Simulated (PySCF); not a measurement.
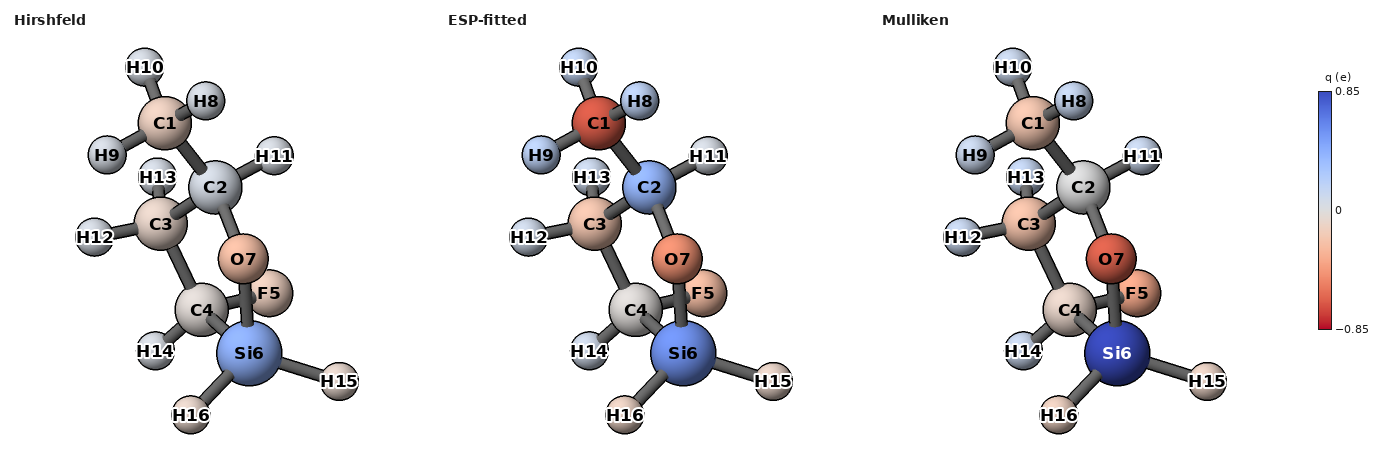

Atomic charges of one calculation by 3 schemes, on one colour scale. The computed structure is the end point of a GFN2-xTB optimisation. No frequency run is at hand to confirm it as a minimum. Method: PBE0/pcSseg-1 (PySCF 2.14.0).

On which atom do the schemes disagree most?

On C1 (from −0.64 to −0.12 e).

List the charges (e), one line for each set of equivalent atoms.

| atom | Hirshfeld | ESP-fitted | Mulliken |
| --- | --- | --- | --- |
| C1 | −0.12 | −0.64 | −0.20 |
| C2 | 0.05 | 0.37 | 0.00 |
| C3 | −0.09 | −0.20 | −0.22 |
| C4 | −0.03 | −0.02 | −0.08 |
| F5 | −0.13 | −0.24 | −0.35 |
| Si6 | 0.40 | 0.55 | 0.85 |
| O7 | −0.24 | −0.45 | −0.62 |
| H8 | 0.05 | 0.18 | 0.13 |
| H9 | 0.04 | 0.18 | 0.11 |
| H10 | 0.04 | 0.16 | 0.11 |
| H11 | 0.04 | 0.05 | 0.12 |
| H12 | 0.05 | 0.08 | 0.12 |
| H13 | 0.05 | 0.10 | 0.14 |
| H14 | 0.04 | 0.09 | 0.12 |
| H15 | −0.07 | −0.09 | −0.11 |
| H16 | −0.08 | −0.11 | −0.12 |

The geometry is semi-empirical. Around Si such bond lengths and angles can be off by a tenth of an ångström or more and by several degrees, and values that hang on the shape move with them.
